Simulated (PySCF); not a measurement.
## Electronic structure of CH₆B₃ClS (SMILES BSBCBCl) in real space

```xyz
12

B     2.8497   -0.1887    0.3211
S     1.2712   -0.9246    0.6338
B     0.1474   -0.1303   -0.5215
C    -1.3907   -0.4710   -0.4572
B    -2.0444    0.5285    0.5794
Cl   -2.6519    2.0209    0.0603
H     3.7433   -0.5391    0.9829
H     2.9734    0.6127   -0.5178
H     0.5673    0.6566   -1.2777
H    -1.8399   -0.3552   -1.4434
H    -1.5373   -1.4937   -0.1119
H    -2.0870    0.2833    1.7259
```

Geometry: GFN2-xTB.

All numbers below come from PBE0/pcSseg-1, SCF density, gas phase, non-relativistic (PySCF).

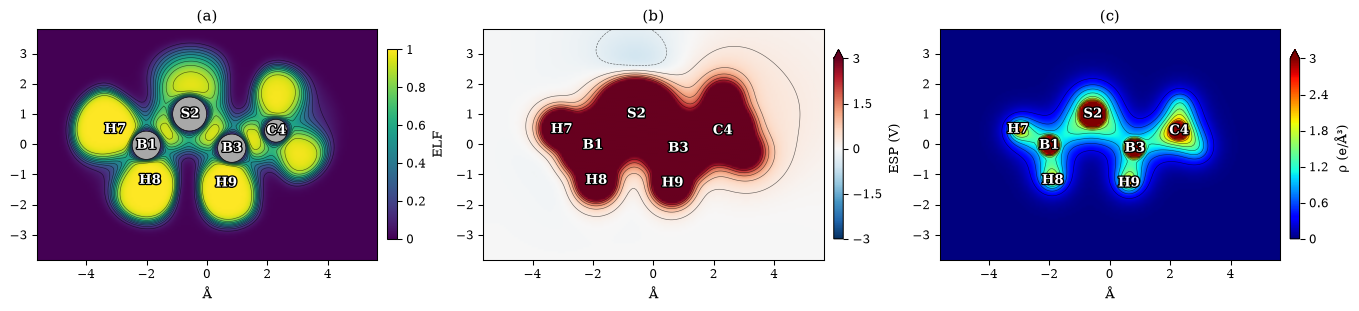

Figure 1. (a) electron localisation function; (b) electrostatic potential; (c) total electron density on the plane of atoms B1, S2 and B3. Grey discs cover the atomic cores in the ELF map.

Question: What does the map show?

Answer: Atoms in the plane: B, S, C and H. C–B (1.58 Å): ρ at the midpoint is about 1.3 e/Å³; the ELF peaks at about 0.95 between the atoms, as expected for a covalent bond. B–S (1.77 Å): ρ at the midpoint is about 1.3 e/Å³; the ELF peaks at about 0.95 between the atoms: a covalent bond. B–H (1.17 Å): ρ at the midpoint is about 1.3 e/Å³; the ELF climbs to about 1 towards the hydrogen, as it does in any bond to H (an ordinary covalent bond to hydrogen). The ELF also peaks beside S2, away from the bonds: lone-pair regions. Outside the dense part of the molecule the potential is most negative (−0.6 V) near S2.

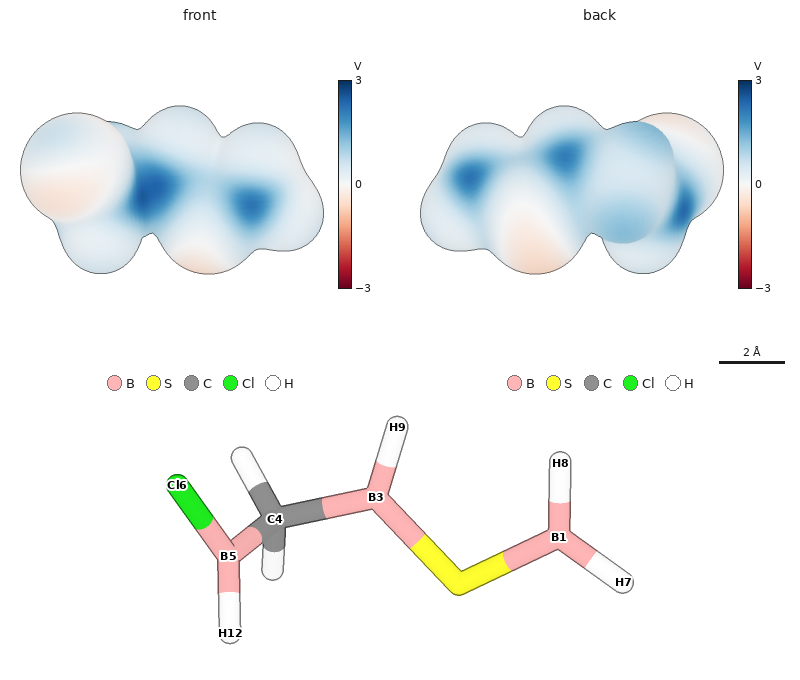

Figure 2. The electrostatic potential painted on the density surface at 0.004 e/bohr³, seen from the front and from behind; the colour scale runs from red (negative) to blue (positive). The bare structure is drawn below in the same view.

Question: Describe the electrostatic potential map.

Answer: The most negative region (about −0.5 V) lies over S2, the most positive (about +2.4 V) over B3 and B5. Cl6 shows a σ-hole: about +0.6 V at the tip opposite its bond, against about −0.1 V on its flanks.

Question: What dipole moment does the calculation give?

Answer: Its dipole moment is 0.81 D.
